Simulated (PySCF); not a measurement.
Mean static polarisability of neutral magnesium ([Ne] 3s²). Finite fields; PySCF, aug-cc-pVTZ-DK, spin-free X2C-1e, unrestricted single determinants, no spin-orbit coupling. 10 core electrons frozen.

By method:

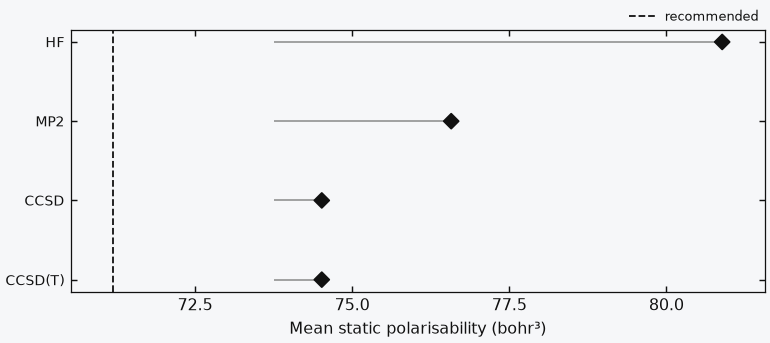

```csv
Method,Mean static polarisability (bohr³)
HF,80.89
MP2,76.58
CCSD,74.52
CCSD(T),74.52
```

The values run from 74.52 bohr³ (CCSD and CCSD(T)) to 80.89 bohr³ (HF). The recommended value is 71.20 ± 0.4 bohr³; nearest to it come CCSD(T) (+3.32) and CCSD (+3.32), furthest HF (+9.69 bohr³).
